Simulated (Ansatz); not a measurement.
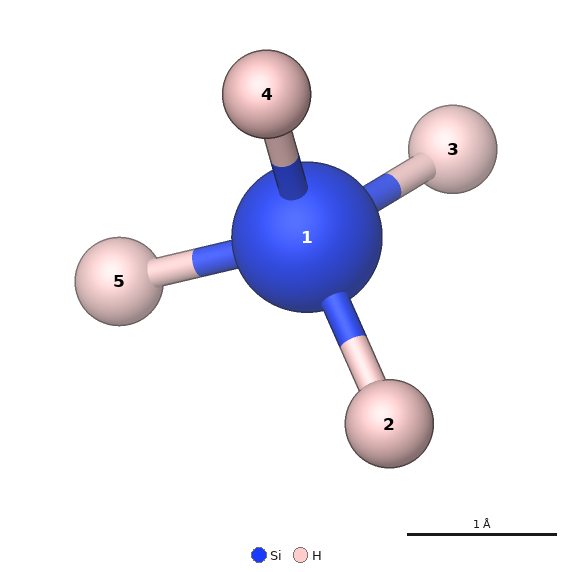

The picture comes from a calculation with Ansatz.

Orthographic view. Depth is shown by fading: the farther an atom, the more it takes the colour of the background. The species is neutral and a spin triplet. Geometry: a fixed input geometry, not necessarily a minimum.

Give the geometry as a Z-matrix, atoms in numerical order, with these reference atoms: 2 to 1; 3 to 1, 2; 4 to 1, 2, 3; 5 to 1, 2, 3.

```
Si 
H    1   1.481
H    1   1.481   2   109.5
H    1   1.481   2   109.5   3  -120.0
H    1   1.481   2   109.5   3   120.0
```

The spin state was imposed, and no run here compares it with a lower spin, which may lie lower.
